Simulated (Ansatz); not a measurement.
# CH9NO2Si2: one species, many methods

Aim: compute CH9NO2Si2 with functionals from several rungs and with coupled cluster. The yardstick is the atomisation energy at the CCSD(T) limit.

Computed with Ansatz 0.2.0, Gaussian basis. Level: functionals in def2-TZVPP, the program's frozen cores in correlated methods.

Plan: PBE-D4, r2SCAN-D4, PBE0-D4, B3LYP-D4, ωB97X-V, ωB97M-V, B2PLYP; CCSD(T)/def2-TZVPP; MP2/def2-QZVPP; extrapolation to the limit.

### 1 The relaxed structure

The geometry comes from an earlier relaxation with PBE0-D4 in a triple-zeta def2 set; it is a stationary point, not always the lowest conformer.

SMILES `CN([SiH2]O)[SiH2]O`, 15 atoms, charge 0, spin multiplicity 1.

Atoms are counted from 1 here; the program's logs count them from 0.

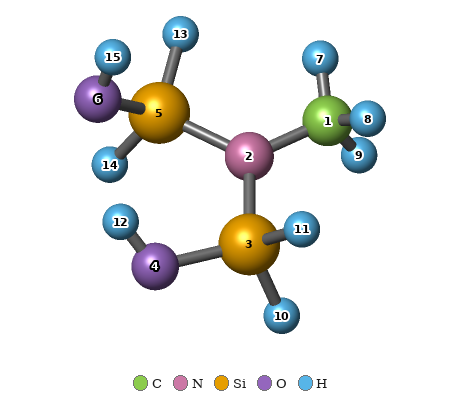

The geometry (carbon green, nitrogen pink, silicon amber, oxygen purple, hydrogen blue); atoms are numbered from 1 in the order of the file.

### 2 PBE-D4 (GGA)

in.yaml reads:

```yaml
crystal:
  periodic: [false, false, false]
  atoms:
    - {symbol: C, position_ang: [0.864140, -0.650241, -1.529055]}
    - {symbol: N, position_ang: [0.058468, -0.099263, -0.445300]}
    - {symbol: Si, position_ang: [-1.216946, -1.085030, 0.189200]}
    - {symbol: O, position_ang: [-1.857587, -0.324163, 1.490680]}
    - {symbol: Si, position_ang: [0.364150, 1.453361, 0.221569]}
    - {symbol: O, position_ang: [0.532676, 1.381243, 1.872643]}
    - {symbol: H, position_ang: [1.780442, -0.070363, -1.663564]}
    - {symbol: H, position_ang: [1.157204, -1.684456, -1.315817]}
    - {symbol: H, position_ang: [0.328589, -0.645435, -2.484488]}
    - {symbol: H, position_ang: [-2.331763, -1.279007, -0.771448]}
    - {symbol: H, position_ang: [-0.631394, -2.419010, 0.509644]}
    - {symbol: H, position_ang: [-1.237956, 0.098524, 2.095524]}
    - {symbol: H, position_ang: [1.609677, 1.946794, -0.426043]}
    - {symbol: H, position_ang: [-0.754697, 2.405964, 0.054901]}
    - {symbol: H, position_ang: [1.334996, 0.971093, 2.201555]}
basis:
  gaussian: {orbitals: def2-TZVPP}
hamiltonian: {xc: pbe, dispersion: d4}
output: {forces: true, orbitals: {seedname: orbitals}}
```

On the command line:

```console
$ ansatz run in.yaml --threads 2 --pin off --events-out ev --progress --plain --max-ram 22528MiB --backend cuda --devices 0, --max-vram 18GiB
```

Further steps of the session: r2SCAN-D4 (meta-GGA); PBE0-D4 (hybrid); B3LYP-D4 (hybrid); ωB97X-V (range-separated); ωB97M-V (range-separated); B2PLYP (double hybrid); CCSD(T) in def2-TZVPP; MP2 in def2-QZVPP.

**Question.** What will the summary of the whole plan be? Wanted: atomisation energy, CCSD(T)/CBS; farthest; mean size of error, hybrid; mean size of error, range-separated; gap, smallest and largest; T1 diagnostic; triples share of the correlation energy.

**Answer**, as computed:

```
                               quantity                                 value
        atomisation energy, CCSD(T)/CBS                         5507.3 kJ/mol
 functionals within 27.5 kJ/mol (0.5 %)    PBE-D4, B3LYP-D4, ωB97X-V, ωB97M-V
                               farthest                 B2PLYP (-85.5 kJ/mol)
             mean size of error, hybrid                           49.3 kJ/mol
    mean size of error, range-separated                            2.0 kJ/mol
              gap, smallest and largest  5.18 eV (PBE-D4), 11.72 eV (ωB97X-V)
                          T1 diagnostic                                0.0114
triples share of the correlation energy                                 3.5 %
```

In words: PBE-D4 is off by +12.5 kJ/mol. Double hybrids carry the basis error of their MP2 part in triple zeta, and no dispersion term here, so their miss is partly the set-up's. Misses under about 27.5 kJ/mol are within the doubt on the reference itself, which lacks core-valence correlation, relativity and higher excitations. Hartree-Fock recovers 72 % of the binding; the rest is correlation. The gap grows from 5.2 to 11.7 eV across the functionals, mostly with the share of exact exchange.
